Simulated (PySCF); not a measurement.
Consider RuN (charge +1, triplet).

```xyz
2

Ru    0.0000    0.0000   -0.1900
N     0.0000    0.0000    1.3830
```

Core potentials replace the inner electrons of Ru.

Theory: PBE0/def2-TZVPPD, non-relativistic Hamiltonian with scalar-relativistic core potentials where named, at a bond length of 1.573 Å (PySCF).

Predict the electron density, electron localisation function and spin density between the atoms.

Ru–N (1.57 Å): ρ is about 2.8 e/Å³ halfway, with its minimum of 2.5 e/Å³ about 0.9 Å from Ru; the ELF peaks at about 0.70 in the valence shell of N, 0.5 Å from its nucleus, and drops to about 0.45 between the two atoms.
The unpaired spin (2 electrons) lies mostly on Ru1 (about 2.1), in electrons by Hirshfeld's partition, with opposite, polarisation-induced spin on N2.

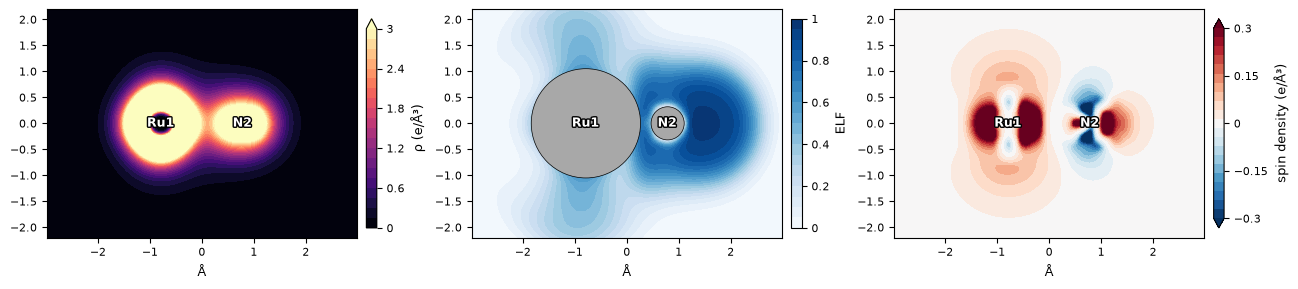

Computed electron density, electron localisation function and spin density on a plane that holds the molecular axis, in this order. Grey discs cover the atomic cores in the ELF map. 
